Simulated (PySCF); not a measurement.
# AlCl (aluminium monochloride) at SVWN5/aug-cc-pVTZ

Aim: the vertical singlet–triplet gap of AlCl (aluminium monochloride) at SVWN5/aug-cc-pVTZ, from 2 runs. 

The calculation is run with PySCF 2.14.0.

1 further run of the same task is left out (set aside as unsound or not needed). Runs told in other sessions of the task aren't counted.

### 1 Starting point

AlCl: 2 atoms, total charge 0, spin state singlet. As SMILES, `[Al][Cl]`. Geometry: the measured bond length.

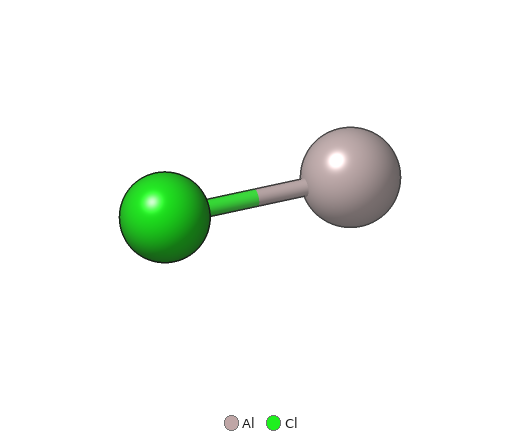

The structure, seen from a chosen angle (aluminium light grey, chlorine green).

### 2 The energy at SVWN5/aug-cc-pVTZ

calc.py

```python
from pyscf import gto, dft

system = gto.M(
    atom='''
Al     0.000000     0.000000     0.000000
Cl     0.000000     0.000000     4.025330
''',
    verbose=3,
    spin=0,
    max_memory=1860,
    unit='bohr',
    basis='aug-cc-pvtz',
)

ks = dft.RKS(system, xc='svwn')
ks.conv_tol = 1e-10
ks.grids.level = 5
ks.kernel()
if not ks.converged:
    ks = ks.newton().run(ks.mo_coeff, ks.mo_occ)

etot = ks.e_tot
print(f'total energy: {etot:.8f} hartree')
```

Started as:

```bash
$ OMP_NUM_THREADS=1 python calc.py
```

Standard output:

```text
converged SCF energy = -700.183674069999
total energy: -700.18367407 hartree
```

Wall time 4.5 s (1 thread of Arm Neoverse V2, shared host); peak memory 0.32 GiB.

### 3 The triplet, same level

input.py

```python
from pyscf import gto, dft

mol = gto.M(
    atom='Al 0.000000 0.000000 0.000000; Cl 0.000000 0.000000 2.130113',
    spin=2,
    basis='aug-cc-pvtz',
    verbose=3,
    max_memory=1860,
)

mf = dft.UKS(mol, xc='svwn')
mf.grids.level = 5
mf.conv_tol = 1e-10
mf.kernel()
if not mf.converged:
    mf = mf.newton().run(mf.mo_coeff, mf.mo_occ)

e_tot = mf.e_tot
print('E(%s) = %.9f' % ('SVWN5', e_tot))
```

Started as:

```bash
$ OMP_NUM_THREADS=1 python input.py
```

Standard output:

```text
WARN: HOMO -0.0863376351854474 >= LUMO -0.225283227291409

WARN: HOMO -0.141934018505917 >= LUMO -0.223323425494786

WARN: HOMO -0.124776355146139 >= LUMO -0.216056320562661

WARN: HOMO -0.125292551387421 >= LUMO -0.212301947095828

WARN: HOMO -0.123350195241864 >= LUMO -0.209373215304553

WARN: HOMO -0.123828626658172 >= LUMO -0.209704354968124

WARN: HOMO -0.123654566958311 >= LUMO -0.20939202631364

WARN: HOMO -0.123684281745075 >= LUMO -0.209400580417238

WARN: HOMO -0.123684809430778 >= LUMO -0.2093990830877

WARN: HOMO -0.123684858359988 >= LUMO -0.209399169359431

WARN: HOMO -0.123684945642078 >= LUMO -0.209399305999126

converged SCF energy = -700.072581860779  <S^2> = 2.0014809  2S+1 = 3.0009871
E(SVWN5) = -700.072581861
```

It took 8.1 s on 1 thread of Arm Neoverse V2, shared host; peak memory 0.33 GiB.

### 4 What came out

At SVWN5/aug-cc-pVTZ:

```
                                        quantity          value
                           singlet: total energy  -700.18367 Eh
                          singlet: dipole moment         1.50 D
                            singlet: HOMO energy       -6.16 eV
                            singlet: LUMO energy       -2.51 eV
                          singlet: HOMO–LUMO gap        3.65 eV
                           triplet: total energy  -700.07258 Eh
                          triplet: dipole moment         1.54 D
     triplet: HOMO energy (highest over α and β)       -3.37 eV
                                   triplet: ⟨S²⟩          2.001
vertical energy of the triplet above the singlet       3.023 eV
```

In words: At this shape the triplet lies 3.02 eV (70 kcal/mol) above the singlet.
